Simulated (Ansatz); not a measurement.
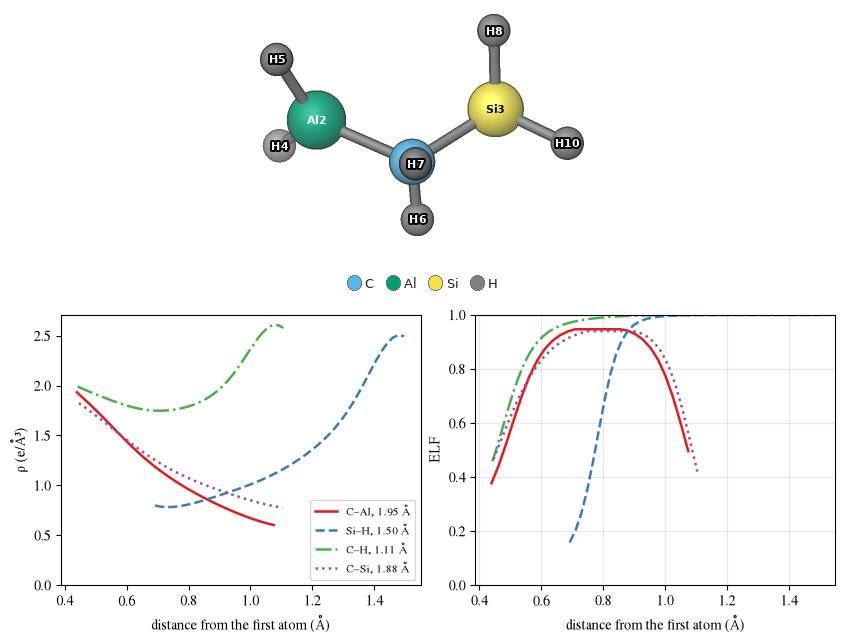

Figure. CH7AlSi (SMILES [AlH2][CH2][SiH3]). Electron density and electron localisation function along straight lines between neighbouring atoms. The curves leave out the atomic cores. The structure is drawn too.

Geometry: r2SCAN-D4/def2-SVP.

The calculation used isolated molecule in a Gaussian basis; Kohn-Sham density functional theory, functional PBE0 (Ansatz 0.2.0).

```xyz
10

C    -0.1418   -1.3461   -1.1418
Al   -2.0625   -1.6769   -1.0029
Si    0.3382    0.4691   -1.2154
H    -2.9365   -1.8346   -2.3224
H    -2.7494   -1.7650    0.4290
H     0.2584   -1.8265   -2.0541
H     0.3801   -1.7858   -0.2714
H    -0.1335    1.1860    0.0117
H    -0.3003    1.1323   -2.3964
H     1.8173    0.6673   -1.3224
```

**What can be read from the curves?**

C–Al (1.95 Å): ρ at the midpoint is about 0.7 e/Å³; the ELF peaks at about 0.95 in the valence shell of C, 0.7 Å from its nucleus, and is about 0.85 at the midpoint.
Si–H (1.50 Å): the density is about 0.78 e/Å³ at the midpoint; the ELF climbs to about 1 towards the hydrogen, as it does in any bond to H.
C–H (1.11 Å): ρ is about 1.8 e/Å³ halfway; the ELF climbs to about 1 towards the hydrogen; an ordinary covalent bond to hydrogen.
C–Si (1.88 Å): ρ is about 0.91 e/Å³ halfway; the ELF peaks at about 0.95 between the atoms; a covalent bond.
